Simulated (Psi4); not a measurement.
# CHClInNO (SMILES O=C=[N][InH][Cl]) at 4 levels

We compute a comparison of 4 runs (HF/STO-3G, DSD-PBEP86/def2-SVP, TPSSh/def2-SVP, MP3/def2-SVP) of CHClInNO. 

Program for the calculation: Psi4 1.11.

5 further runs of the same task are left out: 3 that didn't finish, 2 set aside as unsound or not needed. Runs told in other sessions of the task aren't counted.

### 1 Starting point

CHClInNO has 6 atoms, charge 0, and is taken as a singlet. SMILES: `O=C=[N][InH][Cl]`. The In4–H6 distance was set to 2.194 Å, away from the relaxed value.

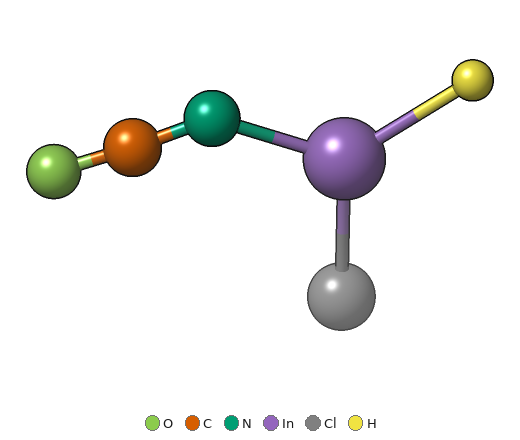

The structure, seen from a chosen angle (oxygen green, carbon orange, nitrogen teal, indium purple, chlorine grey, hydrogen yellow).

### 2 A single-point energy at HF/STO-3G (run 1)

input.inp reads:

```
memory 2.2 GB

molecule molecule1 {
  O      3.66941161    -4.94072486    -0.39470521
  C      2.28726592    -3.33540251     0.21227483
  N      0.85126304    -1.74047367     0.97345651
  In    -0.81339671     1.38664513    -0.44534987
  Cl     0.35294226     2.05579715    -4.60898344
  H     -3.38279874     3.79513698     1.74081571
  units au
  symmetry c1
  no_reorient
  no_com
}

set basis STO-3G
set puream true
set e_convergence 1e-09
set d_convergence 1e-08
set scf_type pk

E, wfn = energy('scf', return_wfn=True)
oeprop(wfn, 'WIBERG_LOWDIN_INDICES', 'QUADRUPOLE', 'MULLIKEN_CHARGES', title='SCF')
```

Launch:

```bash
$ psi4 input.inp input.out -n 1
```

input.out:

```text
[...]
  Running in c1 symmetry.
[...]
  Nuclear repulsion =  498.287830732763553
[...]
  Multiplicity = 1
[...]
  Nalpha       = 44
  Nbeta        = 44
[...]
    Number of basis functions: 52
[...]
   @RHF iter   1: -6302.61344904820544   -4.01617e+00   1.35133e-02 ADIIS/DIIS
[...]
   @RHF iter  13: -6303.06357126947114   -5.45697e-12   3.21738e-09 DIIS
[...]
  @RHF Final Energy: -6303.06357126947114
   => Energetics <=
    Nuclear Repulsion Energy =            498.2878307327635525
    One-Electron Energy =               -9720.5683007833304146
    Two-Electron Energy =                2919.2168987810964609
    Total Energy =                      -6303.0635712694711401
[...]
 Multipole Moments:
 ------------------------------------------------------------------------------------
     Multipole            Electronic (a.u.)      Nuclear  (a.u.)        Total (a.u.)
 ------------------------------------------------------------------------------------
 L = 1.  Multiply by 2.5417464519 to convert [e a0] to [Debye]
 Dipole X            :        -12.6814653           11.7985106           -0.8829547
 Dipole Y            :        -34.2276085           34.9677703            0.7401617
 Dipole Z            :         94.4024999          -93.5038435            0.8986563
 Magnitude           :                                                    1.4611748
 L = 2.  Multiply by 1.3450342976 to convert [e a0^2] to [Debye ang]
 Quadrupole XX       :       -226.8670378          190.1587897          -36.7082480
 Quadrupole XY       :        261.8898046         -256.9514472            4.9383574
[...]
```

It took 1.4 s on 1 thread of Intel Xeon 6975P-C (Granite Rapids), shared host; peak memory 0.2 GiB.

### 3 The energy at DSD-PBEP86/def2-SVP (core potential, density fitting for correlation) (run 2)

calc.py reads:

```python
import psi4

psi4.set_memory(2200000000)
psi4.set_num_threads(1)
psi4.core.set_output_file('output.dat', False)

geom = psi4.geometry("""
0 1
O      1.941769    -2.614519    -0.208869
C      1.210369    -1.765019     0.112331
N      0.450469    -0.921019     0.515131
In    -0.430431     0.733781    -0.235669
Cl     0.186769     1.087881    -2.438969
H     -1.790100     2.008300     0.921200
symmetry c1
""")

psi4.set_options({
    'basis': 'def2-SVP',
    'puream': True,
    'e_convergence': 1e-09,
    'd_convergence': 1e-08,
    'scf_type': 'pk',
    'dft_radial_points': 99,
    'dft_spherical_points': 590,
    'num_frozen_docc': 12,
})

result, w = psi4.energy('DSD-PBEP86', molecule=geom, return_wfn=True)
print(f'DSD-PBEP86 energy: {result:.10f} Eh')
```

Launch:

```bash
$ python calc.py
```

output.dat:

```text
[...]
    !!!  WARNING: ECP capability is in beta. Please check occupations closely.  !!!
[...]
  Running in c1 symmetry.
[...]
  Nuclear repulsion =  272.955560766266672
[...]
  Multiplicity = 1
[...]
  Nalpha       = 30
  Nbeta        = 30
[...]
    Number of basis functions: 91
[...]
   @RKS iter   1:  -817.14648685653219   -1.60215e+00   6.52718e-03 DIIS/ADIIS
[...]
   @RKS iter  13:  -817.29540408715593   -1.70530e-12   3.20164e-09 DIIS
[...]
  @RKS Final Energy:  -817.29540408715593
   => Energetics <=
    Nuclear Repulsion Energy =            272.9555607662666716
    One-Electron Energy =               -1742.0156181286627088
    Two-Electron Energy =                 670.6725619786144534
    DFT Exchange-Correlation Energy =     -18.9079087033743498
    Empirical Dispersion Energy =           0.0000000000000000
    VV10 Nonlocal Energy =                  0.0000000000000000
    Total Energy =                       -817.2954040871559300
[...]
 Multipole Moments:
 ------------------------------------------------------------------------------------
     Multipole            Electronic (a.u.)      Nuclear  (a.u.)        Total (a.u.)
 ------------------------------------------------------------------------------------
 L = 1.  Multiply by 2.5417464519 to convert [e a0] to [Debye]
 Dipole X            :        -31.1112769           30.3648469           -0.7464300
 Dipole Y            :         33.1698744          -32.3595416            0.8103328
 Dipole Z            :         19.0206513          -18.5936818            0.4269695
 Magnitude           :                                                    1.1815667
[...]
```

Standard output:

```text
DSD-PBEP86 energy: -817.6529693900 Eh
```

It took 7.8 s on 1 thread of Intel Xeon 6975P-C (Granite Rapids), shared host; peak memory 0.94 GiB.

Run 3 isn't shown in full; the table further down has it.

### 4 The energy at MP3/def2-SVP (core potential) (run 4)

chclinno.xyz reads:

```xyz
6
CHClInNO
O      1.941769    -2.614519    -0.208869
C      1.210369    -1.765019     0.112331
N      0.450469    -0.921019     0.515131
In    -0.430431     0.733781    -0.235669
Cl     0.186769     1.087881    -2.438969
H     -1.790100     2.008300     0.921200
```

chclinno.py reads:

```python
import psi4

psi4.set_memory('2200 MB')
psi4.set_num_threads(1)
psi4.set_output_file('output.dat', False)

with open('chclinno.xyz') as f:
    atoms = ''.join(f.readlines()[2:])
mol = psi4.geometry('0 1\n' + atoms + 'symmetry c1\nno_reorient\nno_com')

psi4.set_options({
    'basis': 'def2-SVP',
    'reference': 'rhf',
    'puream': True,
    'e_convergence': 1e-09,
    'd_convergence': 1e-08,
    'scf_type': 'pk',
    'num_frozen_docc': 12,
    'mp_type': 'conv',
})

E, wfn = psi4.energy('mp3', return_wfn=True)
print('E =', round(E, 9))
```

Launch:

```bash
$ python chclinno.py
```

output.dat:

```text
[...]
    !!!  WARNING: ECP capability is in beta. Please check occupations closely.  !!!
[...]
  Running in c1 symmetry.
[...]
  Nuclear repulsion =  272.955560766266672
[...]
  Multiplicity = 1
[...]
  Nalpha       = 30
  Nbeta        = 30
[...]
    Number of basis functions: 91
[...]
   @RHF iter   1:  -816.10909835418829   -1.89157e+00   5.94743e-03 DIIS/ADIIS
[...]
   @RHF iter  13:  -816.23517817685297   -2.95586e-12   5.24654e-09 DIIS
[...]
  @RHF Final Energy:  -816.23517817685297
   => Energetics <=
    Nuclear Repulsion Energy =            272.9555607662666716
    One-Electron Energy =               -1741.7121660209243146
    Two-Electron Energy =                 652.5214270778046739
    Total Energy =                       -816.2351781768529690
[...]
 Multipole Moments:
 ------------------------------------------------------------------------------------
     Multipole            Electronic (a.u.)      Nuclear  (a.u.)        Total (a.u.)
 ------------------------------------------------------------------------------------
 L = 1.  Multiply by 2.5417464519 to convert [e a0] to [Debye]
 Dipole X            :        -35.3304177           34.5736185           -0.7567992
 Dipole Y            :          4.6812577           -3.8582935            0.8229642
 Dipole Z            :         81.4639257          -81.0340471            0.4298786
 Magnitude           :                                                    1.1978359
[...]
	SCS-MP2 Total Energy (a.u.)        :  -816.88047011267190
	SOS-MP2 Total Energy (a.u.)        :  -816.86796240346303
[...]
	SOS-PI-MP2 Total Energy (a.u.)     :  -816.91663811320223
[...]
	MP2 Total Energy (a.u.)            :  -816.90548553108965
[...]
	SCS-MP3 Total Energy (a.u.)        :  -816.88220809901213
[...]
	MP3 Total Energy (a.u.)            :  -816.91243747645080
[...]
```

On the terminal:

```text
E = -816.912437476
```

Run time: 5.7 s. Hardware: 1 thread of Intel Xeon 6975P-C (Granite Rapids), shared host; peak memory 0.57 GiB.

### 5 The series

| run | level | core potential | frozen core orbitals | energy (Eh) | HOMO energy (eV) | LUMO energy (eV) | HOMO–LUMO gap (eV) | wall time |
| --- | --- | --- | --- | --- | --- | --- | --- | --- |
| 1 | HF/STO-3G | none | 0 | -6303.063571 | -8.06 | 4.70 | 12.75 | 1.4 s |
| 2 | DSD-PBEP86/def2-SVP (core potential, density fitting for correlation) | def2 | 12 | -817.652969 | -10.64 | -0.81 | 9.83 | 7.8 s |
| 3 | TPSSh/def2-SVP (core potential) | def2 | 0 | -818.726066 | -7.80 | -3.23 | 4.57 | 20 s |
| 4 | MP3/def2-SVP (core potential) | def2 | 12 | -816.912437 | -11.52 | 0.54 | 12.06 | 5.7 s |

### 6 Results

| quantity | value |
| --- | --- |
| run 4: total energy | -816.91244 Eh |
| run 4: HOMO energy (Hartree–Fock orbitals) | -11.52 eV |
| run 4: LUMO energy (Hartree–Fock orbitals) | 0.54 eV |
| run 4: HOMO–LUMO gap (Hartree–Fock orbitals) | 12.06 eV |
| run 4: correlation energy (12 core orbitals frozen) | -677.3 mEh |

In words: Over runs 1, 2, 3 the HOMO–LUMO gap runs from 4.57 eV (TPSSh/def2-SVP) to 12.75 eV (HF/STO-3G). The two ends differ in method and basis and core potential. Totals of different functionals can't be ranked against each other. Some runs of one species differ in core potentials or relativity; totals across that change don't compare. In run 1 the basis is minimal, so the values are rough. In run 1 relativity is left out where basis or elements ask for it. All runs together took 35 s, the longest 20 s.
